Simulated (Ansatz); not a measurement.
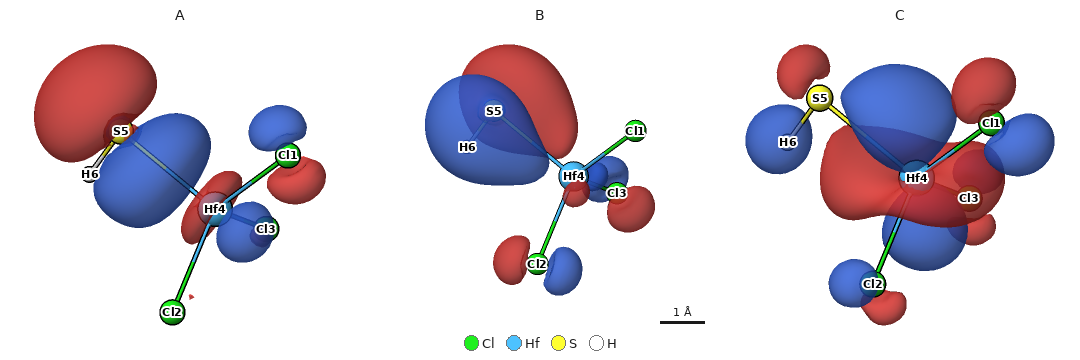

The picture shows: Cl3HHfS. Three frontier orbitals at ±0.1 Å⁻³ᐟ² (blue and red are the two phases), in no order.

Geometry: PBE0-D4/def2-SVP; core potentials replace the inner electrons of Hf.

The calculation used isolated molecule in a Gaussian basis; Kohn-Sham density functional theory, functional PBE0 (Ansatz 0.2.0).

```yaml
atoms:
  - { symbol: Cl, position_ang: [1.8328, 1.9167, 0.4970] }
  - { symbol: Cl, position_ang: [0.6682, -1.5771, 1.7185] }
  - { symbol: Cl, position_ang: [1.0233, -0.9382, -2.0018] }
  - { symbol: Hf, position_ang: [0.5175, 0.0497, 0.0516] }
  - { symbol: S, position_ang: [-1.7556, 0.8619, -0.0265] }
  - { symbol: H, position_ang: [-2.2441, -0.3769, -0.2849] }
```

Question: Order the three orbitals by energy and name them.

Answer: A is the HOMO−1 (−9.36 eV). By Hirshfeld shares it lies mainly on S5 (about 70 %) and Hf4 (about 20 %). B is the HOMO (−8.28 eV). Its weight (Hirshfeld) is mainly on S5 (about 75 %) and Hf4 (about 10 %); largely a lone pair of S5. C is the LUMO (−2.41 eV). By Hirshfeld shares it lies mainly on Hf4 (about 65 %), Cl1 (about 10 %) and S5 (about 10 %).

Question: What is the HOMO–LUMO gap?

Answer: 5.87 eV between the orbital energies.
